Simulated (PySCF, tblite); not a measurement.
**C8H14BN: geometry, infrared bands and NMR shifts**

Wanted: the infrared bands and NMR shifts of C8H14BN (`C#[N+][B@-](C)(C#CC)C(C)C`), by calculation.

Computed with tblite 0.8.0 and PySCF 2.14.0, with density-fitted response routines of our own, on a single molecule in the gas phase. Atoms are numbered from 0 throughout.

## 1. Starting geometry

24 atoms, charge 0, multiplicity 1; geometry from: force field or distance geometry start.

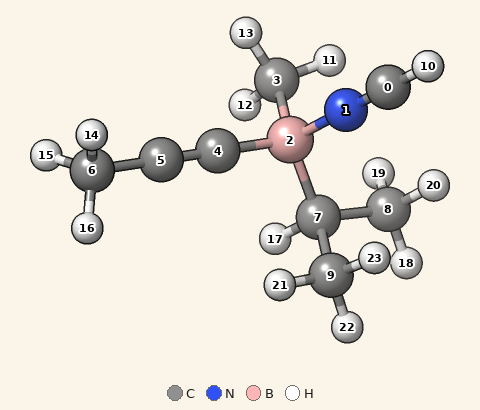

As it starts; carbon grey, nitrogen blue, boron pink, hydrogen white, atoms numbered.

## 2. Optimising the geometry with GFN2-xTB

The job: settings as JSON, then the geometry in Å.

```
{"job": {"kind": "relax", "xc": "GFN2-xTB", "basis": "xTB"}, "charge": 0, "multiplicity": 1}
C     -1.807600     2.148100    -0.695000
N     -1.038800     1.440200    -0.238900
B     -0.017400     0.511000     0.374000
C      0.534100     1.176100     1.726000
C      1.162500     0.369200    -0.608700
C      2.081800     0.256900    -1.385300
C      3.207200     0.121900    -2.317000
C     -0.693800    -0.951300     0.652600
C     -1.830200    -0.894300     1.684100
C     -1.221800    -1.606800    -0.642000
H     -2.534500     2.802800    -1.120800
H     -0.308400     1.519800     2.370000
H      1.124000     0.423700     2.312900
H      1.186800     2.040500     1.502000
H      3.223100     0.998200    -2.998500
H      4.154900     0.076500    -1.731500
H      3.085800    -0.810600    -2.898200
H      0.091800    -1.623600     1.061300
H     -2.277700    -1.896600     1.836300
H     -1.446400    -0.553200     2.674800
H     -2.641900    -0.193500     1.353200
H     -0.396400    -1.729300    -1.380600
H     -1.620800    -2.607700    -0.417000
H     -2.028100    -0.998100    -1.106000
```

The run is started by

```
$ OMP_NUM_THREADS=1 python probes_run.py task.json out
```

This one command runs all jobs of the session in turn.

Output:

```text
step      E/eV     max force
  0    -769.98327    1.668
  1    -770.05209    3.952
  2    -770.14148    0.939
  3    -770.16938    0.406
  4    -770.18328    0.539
  5    -770.18749    1.468
  6    -770.20175    0.331
  7    -770.20622    0.212
  8    -770.21126    0.225
  9    -770.21323    0.116
 10    -770.21477    0.093
 11    -770.21586    0.108
 12    -770.21732    0.126
 13    -770.21893    0.121
 14    -770.22050    0.108
 15    -770.22171    0.072
 16    -770.22266    0.072
 17    -770.22344    0.071
 18    -770.22404    0.053
 19    -770.22445    0.043
 20    -770.22478    0.047
 21    -770.22515    0.052
 22    -770.22557    0.056
 23    -770.22601    0.048
 24    -770.22641    0.039
 25    -770.22672    0.039
 26    -770.22701    0.045
 27    -770.22731    0.045
 28    -770.22760    0.038
 29    -770.22787    0.043
 30    -770.22813    0.034
 31    -770.22841    0.060
 32    -770.22869    0.061
 33    -770.22889    0.034
 34    -770.22902    0.022
 35    -770.22912    0.028
 36    -770.22923    0.041
 37    -770.22934    0.034
 38    -770.22942    0.019
 39    -770.22947    0.015
 40    -770.22951    0.027
 41    -770.22958    0.037
 42    -770.22967    0.032
 43    -770.22974    0.017
 44    -770.22978    0.016
 45    -770.22981    0.017
 46    -770.22985    0.018
 47    -770.22988    0.015
 48    -770.22991    0.013
 49    -770.22994    0.018
 50    -770.22998    0.022
 51    -770.23002    0.020
 52    -770.23007    0.015
 53    -770.23011    0.015
 54    -770.23015    0.018
 55    -770.23021    0.021
 56    -770.23029    0.023
 57    -770.23038    0.022
 58    -770.23046    0.021
 59    -770.23054    0.024
 60    -770.23061    0.024
 61    -770.23068    0.020
 62    -770.23073    0.015
 63    -770.23076    0.012
 64    -770.23077    0.009
```

Wall time 0.61 s (1 thread of Arm Neoverse V1, shared host); peak memory 0.18 GiB.

Relaxation path: (not every step is listed)

```
step  energy from step 0 (eV)  largest force (eV/Å)
   0                   0.0000                1.6682
   1                  -0.0688                3.9523
   2                  -0.1582                0.9391
   3                  -0.1861                0.4062
   4                  -0.2000                0.5389
   5                  -0.2042                1.4678
   6                  -0.2185                0.3307
   7                  -0.2230                0.2116
   8                  -0.2280                0.2254
  13                  -0.2357                0.1212
  18                  -0.2408                0.0529
  23                  -0.2427                0.0479
  28                  -0.2443                0.0383
  33                  -0.2456                0.0337
  38                  -0.2462                0.0194
  43                  -0.2465                0.0170
  48                  -0.2466                0.0135
  53                  -0.2468                0.0146
  58                  -0.2472                0.0210
  59                  -0.2473                0.0236
  60                  -0.2473                0.0239
  61                  -0.2474                0.0197
  62                  -0.2475                0.0150
  63                  -0.2475                0.0116
  64                  -0.2475                0.0094
```

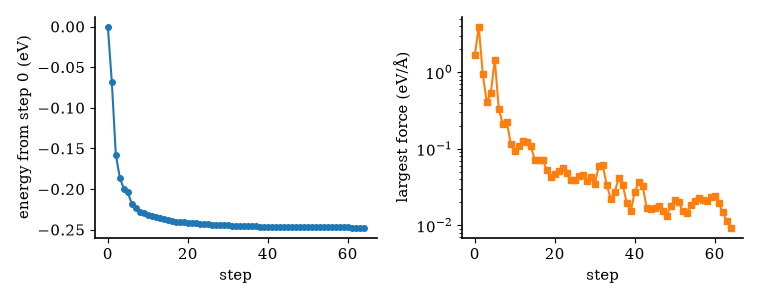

Energy and force, step by step.

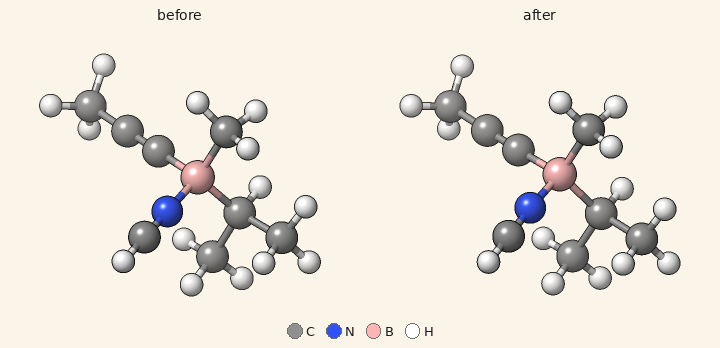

Before and after, at one scale.

Distances of close pairs at the start and the end, largest changes first:

```
  bond  before (Å)  after (Å)  change (Å)
 N1–B2       1.511      1.459      -0.052
C3–H12       1.122      1.086      -0.035
 B2–C3       1.604      1.638      +0.034
C8–H20       1.122      1.090      -0.032
C8–H19       1.116      1.087      -0.029
 B2–C7       1.635      1.663      +0.028
C3–H11       1.115      1.088      -0.027
C9–H21       1.114      1.088      -0.027
```

The end geometry stands in the next job.

## 3. Vibrational analysis with GFN2-xTB

The job: settings as JSON, then the geometry in Å.

```
{"job": {"kind": "ir", "xc": "GFN2-xTB", "basis": "xTB"}, "charge": 0, "multiplicity": 1}
C     -1.769852     2.019942    -0.660741
N     -0.943725     1.375863    -0.192477
B      0.046827     0.491572     0.412642
C      0.543581     1.217519     1.794641
C      1.194201     0.364620    -0.631867
C      2.099156     0.254273    -1.415540
C      3.200093     0.113537    -2.350781
C     -0.723990    -0.961118     0.657478
C     -1.873114    -0.876182     1.659931
C     -1.223037    -1.577677    -0.649038
H     -2.519528     2.619240    -1.092561
H     -0.288706     1.503918     2.433674
H      1.179465     0.540236     2.357818
H      1.124069     2.113452     1.585936
H      3.226758     0.965571    -3.031503
H      4.145872     0.067330    -1.809933
H      3.085690    -0.799763    -2.936042
H      0.031822    -1.636075     1.071647
H     -2.322709    -1.857812     1.810592
H     -1.522318    -0.515962     2.623344
H     -2.652821    -0.202981     1.303428
H     -0.414792    -1.635707    -1.374416
H     -1.607330    -2.583572    -0.479770
H     -2.027347    -0.980459    -1.078903
```

Output:

```text
mode    cm-1     km/mol
  1     -14.3      0.03
  2      48.1      0.44
  3      56.5      8.77
  4      74.1      1.75
  5      81.9     12.92
  6     128.5      2.67
  7     151.8      0.15
  8     201.0      0.32
  9     224.9      0.13
 10     230.2      1.37
 11     260.4      1.12
 12     269.8      2.31
 13     295.0      2.46
 14     315.0      1.04
 15     336.6      1.09
 16     370.4      0.75
 17     419.4      0.79
 18     429.3      7.21
 19     481.0      2.90
 20     566.4     15.56
 21     601.7     31.75
 22     634.8     33.28
 23     773.2      4.81
 24     787.5     21.18
 25     933.4     12.83
 26     940.1      5.14
 27     948.0      2.69
 28     956.7     35.92
 29     974.8     44.20
 30     992.3      3.88
 31    1023.5      4.49
 32    1026.5      2.52
 33    1077.3      7.67
 34    1137.3      2.57
 35    1160.7      2.31
 36    1177.0      6.49
 37    1268.2     31.26
 38    1317.9      1.61
 39    1376.0      4.82
 40    1389.8      0.35
 41    1407.5      0.33
 42    1420.0      0.57
 43    1466.5      2.71
 44    1467.6      3.16
 45    1503.6      0.13
 46    1508.7      1.20
 47    1512.2      1.70
 48    1514.2      0.25
 49    1518.5      1.19
 50    1524.9      0.48
 51    2224.9    274.97
 52    2357.7     30.24
 53    2935.2     38.08
 54    2985.5     34.67
 55    2988.7     32.78
 56    2990.5      0.53
 57    2994.8    134.91
 58    2998.8     60.77
 59    3000.6      3.10
 60    3007.4    106.56
 61    3020.7     64.18
 62    3029.2     51.65
 63    3036.5     33.76
 64    3043.7     39.91
 65    3047.5     40.90
 66    3346.6    151.44
```

Wall time 1.2 s (1 thread of Arm Neoverse V1, shared host); peak memory 0.18 GiB.

Which atoms move in the most intense modes:

```
cm⁻¹  km/mol                                   atoms
 975    44.2                       B2 34 %, H13 13 %
2225   275.0              N1 50 %, C0 40 %, H10 10 %
2995   134.9  H18 29 %, H22 24 %, H23 22 %, H20 13 %
2999    60.8            H15 54 %, H16 24 %, H14 19 %
3007   106.6  H23 28 %, H20 28 %, H22 20 %, H18 19 %
3021    64.2                      H11 68 %, H13 22 %
3029    51.6                      H13 67 %, H11 23 %
3347   151.4                       H10 86 %, C0 14 %
```

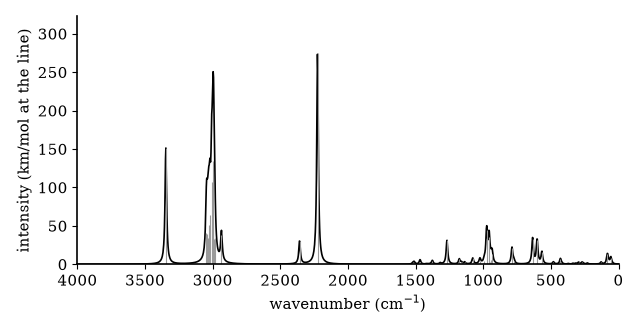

The infrared spectrum from these modes, unscaled. Lines are broadened to a width of 14 cm⁻¹ (Lorentzian).

## 4. Shielding tensors: PBE0/pcSseg-1

Same as in step 3 but for these lines:

```diff
@@ -1,2 +1,2 @@
-{"job": {"kind": "ir", "xc": "GFN2-xTB", "basis": "xTB"}, "charge": 0, "multiplicity": 1}
+{"job": {"kind": "nmr", "xc": "PBE0", "basis": "pcSseg-1"}, "charge": 0, "multiplicity": 1}
 C     -1.769852     2.019942    -0.660741
```

Level: GIAO PBE0/pcSseg-1 NMR shielding, non-relativistic, gas phase.

Output:

```text
coarse grid: 19520 points
cycle   1  E = -392.0462613812  dE =  1.223e+00  |g| = 7.398e-01  |ddm| = 4.453e+00
cycle   2  E = -391.5753065257  dE =  4.710e-01  |g| = 1.524e+00  |ddm| = 2.255e+00
cycle   3  E = -392.1948534020  dE = -6.195e-01  |g| = 2.628e-01  |ddm| = 1.556e+00
cycle   4  E = -392.2090664805  dE = -1.421e-02  |g| = 1.048e-01  |ddm| = 2.605e-01
cycle   5  E = -392.2110472093  dE = -1.981e-03  |g| = 4.526e-02  |ddm| = 1.106e-01
cycle   6  E = -392.2115589649  dE = -5.118e-04  |g| = 8.335e-03  |ddm| = 4.325e-02
cycle   7  E = -392.2115726446  dE = -1.368e-05  |g| = 3.753e-03  |ddm| = 7.955e-03
cycle   8  E = -392.2115753577  dE = -2.713e-06  |g| = 1.184e-03  |ddm| = 3.075e-03
final grid: 187072 points
cycle   9  E = -392.2697873887  dE = -6.841e-05  |g| = 1.031e-02  |ddm| = 4.633e-02
cycle  10  E = -392.2697643847  dE =  2.300e-05  |g| = 1.434e-02  |ddm| = 2.044e-02
cycle  11  E = -392.2698099137  dE = -4.553e-05  |g| = 4.563e-03  |ddm| = 1.233e-02
cycle  12  E = -392.2698143278  dE = -4.414e-06  |g| = 6.126e-04  |ddm| = 2.717e-03
cycle  13  E = -392.2698143946  dE = -6.675e-08  |g| = 3.234e-04  |ddm| = 7.566e-04
cycle  14  E = -392.2698144178  dE = -2.323e-08  |g| = 1.069e-04  |ddm| = 2.948e-04
cycle  15  E = -392.2698144206  dE = -2.742e-09  |g| = 2.177e-05  |ddm| = 1.101e-04
cycle  16  E = -392.2698144207  dE = -1.069e-10  |g| = 5.589e-06  |ddm| = 2.573e-05
converged SCF energy = -392.2698144207

GIAO shielding tensors (ppm)
atom      isotropic    diamagn.    paramagn.     s11        s22        s33       span
  0 C       75.927     265.182    -189.255      3.664      5.769    218.346    214.682
  1 N       23.385     328.078    -304.693   -150.239   -138.460    358.854    509.092
  2 B      130.550     184.305     -53.755    122.685    133.196    135.769     13.085
  3 C      174.585     249.719     -75.134    164.064    171.116    188.575     24.511
  4 C       88.263     260.849    -172.586     -9.419     -0.251    274.460    283.878
  5 C       88.577     277.961    -189.384      3.047      6.740    255.945    252.898
  6 C      180.922     252.325     -71.403    173.222    173.526    196.017     22.795
  7 C      157.441     247.764     -90.324    151.788    157.371    163.163     11.375
  8 C      167.174     247.091     -79.917    153.750    159.927    187.844     34.094
  9 C      165.051     248.218     -83.167    148.083    159.350    187.718     39.635
 10 H       27.484      30.958      -3.475     22.904     23.598     35.950     13.046
 11 H       31.786      31.233       0.554     27.412     30.718     37.229      9.817
 12 H       31.484      31.270       0.214     27.910     28.874     37.669      9.759
 13 H       31.324      30.251       1.073     27.322     29.317     37.333     10.011
 14 H       29.806      28.158       1.648     24.536     28.226     36.655     12.119
 15 H       29.698      28.128       1.571     24.380     28.048     36.668     12.288
 16 H       29.733      30.040      -0.307     24.184     28.562     36.453     12.269
 17 H       30.686      33.858      -3.172     27.895     28.704     35.459      7.565
 18 H       30.750      29.656       1.094     26.173     28.158     37.920     11.747
 19 H       30.495      30.623      -0.128     24.762     29.827     36.897     12.134
 20 H       31.502      31.335       0.167     27.726     30.625     36.154      8.429
 21 H       29.868      32.562      -2.694     24.025     29.607     35.972     11.947
 22 H       30.729      30.911      -0.182     26.290     28.075     37.823     11.533
 23 H       31.332      32.740      -1.408     27.957     30.355     35.685      7.728
```

Wall time 65 s (1 thread of Arm Neoverse V1, shared host); peak memory 1.1 GiB.

The references, computed at this level on geometries of the same kind, shield at (ppm): ¹H TMS 31.72, ¹³C TMS 186.9, ¹⁵N NH3 267.7, ¹¹B BF3·OEt2 100.1. Their shielding less the atom's gives the shift. The references are single molecules in the gas phase, so shifts against H2O, NH3, PH3, H3PO4 or CFCl3 are not on the usual liquid scales and can be off by tens of ppm. Atoms listed in one row are averaged.

```
        atoms                              environment  σ (ppm)  δ (ppm)  δ scaled to CDCl3
           C0                    nitrilium-type carbon     75.9    111.0              106.4
           C4                            alkyne carbon     88.3     98.7               94.4
           C5                            alkyne carbon     88.6     98.3               94.1
           C7                       sp3 CH bonded to B    157.4     29.5               26.9
           C9                            methyl carbon    165.1     21.9               19.4
           C8                            methyl carbon    167.2     19.8               17.4
           C3                methyl carbon bonded to B    174.6     12.3               10.1
           C6                propargylic methyl carbon    180.9      6.0                3.9
          H10      hydrogen on a nitrilium-type carbon    27.48     4.23               4.10
H14, H15, H16  hydrogen on a propargylic methyl carbon    29.75     1.97               1.96
H21, H22, H23              hydrogen on a methyl carbon    30.64     1.07               1.12
          H17        hydrogen on an sp3 CH bonded to B    30.69     1.03               1.08
H18, H19, H20              hydrogen on a methyl carbon    30.92     0.80               0.86
H11, H12, H13  hydrogen on a methyl carbon bonded to B    31.53     0.19               0.28
           N1         donor nitrogen of a Lewis adduct     23.4    244.3                  –
           B2                   boron bonded to 3 C, N    130.6    -30.5                  –
```

The scaled column applies a straight-line fit of computed shieldings to shifts measured in CDCl3 (root-mean-square error 0.16 ppm for H, 1.9 ppm for C).

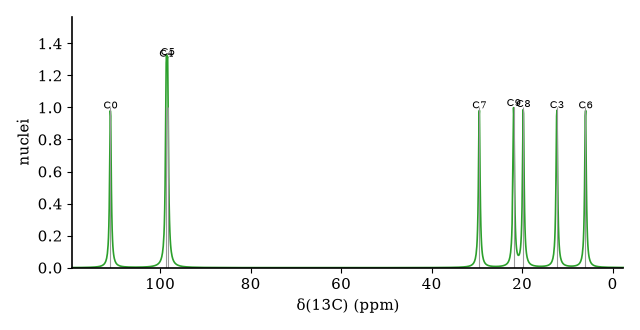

¹³C lines at the computed shifts, without couplings. Lines are broadened to a width of 0.42 ppm (Lorentzian).

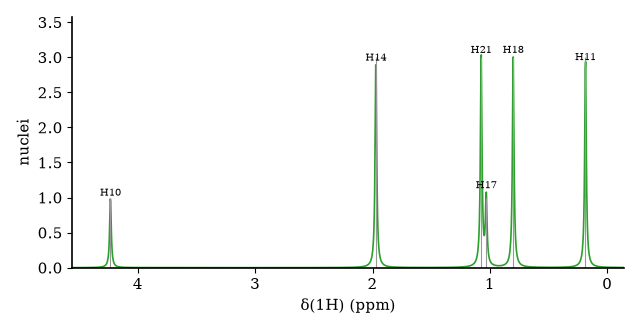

¹H lines at the computed shifts, without couplings. Lines are broadened to a width of 0.02 ppm (Lorentzian).

The run also stored atomic charges by several schemes (e):

```
atoms  Mulliken    IAO  Hirshfeld  ESP fit
   C0      0.16   0.05       0.16    -0.08
   N1     -0.17   0.10       0.05     0.06
   B2      0.54   0.02       0.06     0.59
   C3     -0.47  -0.53      -0.20    -0.66
   C4     -0.15  -0.16      -0.14    -0.77
   C5     -0.40  -0.08      -0.07     0.35
   C6     -0.17  -0.43      -0.10    -0.60
   C7     -0.51  -0.19      -0.08     0.32
   C8     -0.22  -0.41      -0.13    -0.55
   C9     -0.22  -0.41      -0.13    -0.45
```

IAO charges:

C0 0.05; N1 0.10; B2 0.02; C3 -0.53; C4 -0.16; C5 -0.08; C6 -0.43; C7 -0.19; C8 -0.41; C9 -0.41; H10 0.24; H11 0.12; H12 0.15; H13 0.14; H14 0.16; H15 0.17; H16 0.16; H17 0.14; H18 0.13; H19 0.13; H20 0.11; H21 0.14; H22 0.13; H23 0.11

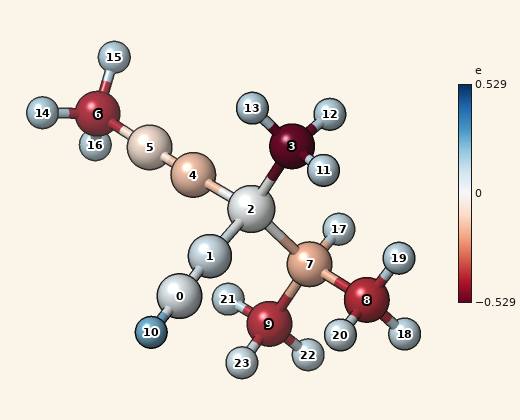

IAO charges, as colours on the atoms.

Mayer bond orders: C0–N1 2.68, N1–B2 0.59, B2–C3 0.95, B2–C4 0.85, C4–C5 2.69, C5–C6 1.19, B2–C7 0.80, C7–C8 1.04, C7–C9 1.05.

## 5. What came out

```
                                                              quantity                                               value
                             strongest single infrared mode (GFN2-xTB)                               2225 cm⁻¹, 275 km/mol
                                          zero-point energy (GFN2-xTB)                                      124.8 kcal/mol
                                ¹³C shifts against TMS (PBE0/pcSseg-1)  111.0, 98.7, 98.3, 29.5, 21.9, 19.8, 12.3, 6.0 ppm
¹H shifts against TMS (PBE0/pcSseg-1, means over atoms taken as alike)              4.23, 1.97, 1.07, 1.03, 0.80, 0.19 ppm
                                ¹⁵N shifts against NH3 (PBE0/pcSseg-1)                                           244.3 ppm
                           ¹¹B shifts against BF3·OEt2 (PBE0/pcSseg-1)                                           -30.5 ppm
```

**Reading.** The optimisation took 64 steps and gained 0.248 eV; among the close pairs (by a distance rule), N1–B2 changed most, from 1.511 to 1.459 Å. The lowest mode is slightly imaginary (14i cm⁻¹), a soft motion within the noise of the Hessian, so the minimum is not strictly shown. The strongest single mode, at 2225 cm⁻¹, moves mainly N1 and C0. Unscaled tight-binding wavenumbers are off by several per cent, some by more. Its intensities can rank the bands wrongly. At PBE0/pcSseg-1: The widest tensor belongs to N1: span 509 ppm, with a paramagnetic part of -305 ppm.
